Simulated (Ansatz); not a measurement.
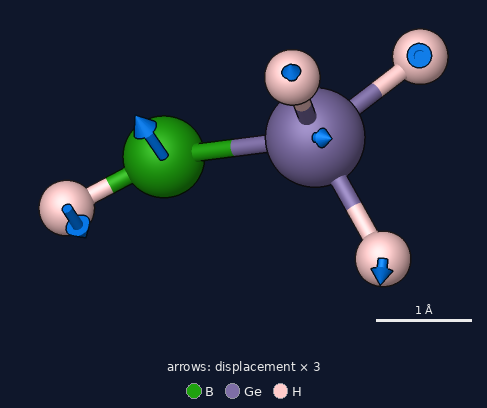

A relaxation of BGeH₄ (multiplicity 2). The starting structure is drawn; blue arrows show the displacements, magnified 3 times. The two geometries are superimposed by the best rigid fit.

A ball-and-stick model, seen at a tilt.

Method: UKS PBE0-D4/def2-TZVP (Ansatz).

Input file:
```yaml
crystal:
  periodic: [false, false, false]
  atoms:
    - {symbol: B, position_ang: [0.726540, -0.954040, 0.860750]}
    - {symbol: Ge, position_ang: [-0.263950, 0.388510, -0.134290]}
    - {symbol: H, position_ang: [1.303790, -1.940720, 0.686530]}
    - {symbol: H, position_ang: [-1.444440, -0.130030, -0.902830]}
    - {symbol: H, position_ang: [0.543700, 1.119780, -1.165650]}
    - {symbol: H, position_ang: [-0.865630, 1.516500, 0.655500]}
basis:
  gaussian: {orbitals: def2-TZVP}
magnetization: {spin_polarized: true, initial_magnetization: 1}
hamiltonian: {xc: pbe0, dispersion: d4}
relax: {f_tol: 0.005, max_steps: 200}
```

Launched with:
```bash
ansatz run in.yaml --threads 2 --pin off --events-out ev --progress --plain --max-ram 4352MiB
```

What did the optimiser do to the structure, and how much energy did it gain?

The largest move after the best rigid fit is that of B1, 0.22 Å. Largest moves by element: B 0.22 Å, H 0.19 Å, Ge 0.08 Å. Among the contacts that change: B1–Ge2 1.943 → 2.034 Å, Ge2–H4 1.501 → 1.543 Å, B1–H3 1.156 → 1.192 Å. Among the angles between lasting bonds that change: B1–Ge2–H5 114.5° → 105.9°, B1–Ge2–H6 117.0° → 110.8°, H4–Ge2–H6 102.3° → 108.2°. Groups turn about B1–Ge2 by about 40°. Over 15 accepted moves (19 points after the start) the energy falls by 17.5 kJ/mol. The largest force component goes from 0.83 to 0.0022 eV/Å. The line search rejected the trial steps at points 6, 8, 13, 16 of the run. The run took 43 s on 2 threads of Arm Neoverse V2, on a shared host.
